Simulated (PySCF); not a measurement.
```xyz
19

C    -2.5876   -0.7190    0.0028
O    -1.3246   -0.8396   -0.5937
C    -0.4741    0.2702   -0.3784
C     0.0916    0.3272    1.0592
C     1.5931    0.5517    0.8936
C     1.9167   -0.2215   -0.3803
C     0.7498    0.1285   -1.3016
H    -2.5234   -0.6779    1.0966
H    -3.1068    0.1814   -0.3513
H    -3.1551   -1.6003   -0.2907
H    -1.0352    1.1893   -0.6114
H    -0.0831   -0.6416    1.5298
H    -0.3822    1.0998    1.6635
H     2.1617    0.2049    1.7553
H     1.7995    1.6135    0.7477
H     2.8803    0.0504   -0.8082
H     1.9161   -1.2913   -0.1701
H     0.9417    1.0717   -1.8130
H     0.5579   -0.6417   -2.0456
```

Geometry: GFN2-xTB, coordinate held.

All numbers below come from PBE0/pcSseg-1, SCF density, gas phase, non-relativistic (PySCF 2.14.0).

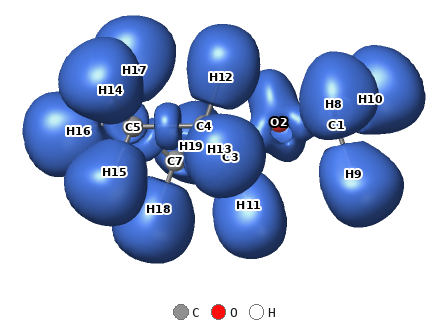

C$_{6}$H$_{12}$O (SMILES COC1CCCC1). Isosurface of the ELF at 0.75 (blue), seen from one side. Only the valence region is drawn (cores and ρ < 0.01 e/Å³ removed).

Question: Identify the bonds, lone pairs and shells in this picture.

Answer: The ELF exceeds this value in five regions between bonded C–C atoms (shared pairs), twelve regions around hydrogen nuclei and one region on O in which the atom's valence shell and bonds are merged. Along the contacts the grid gives the following. C–O (1.40 Å): the ELF peaks at about 0.90 between the atoms: a polar covalent bond. C–C (1.52 Å): the ELF peaks at about 0.95 between the atoms: a shared electron pair.
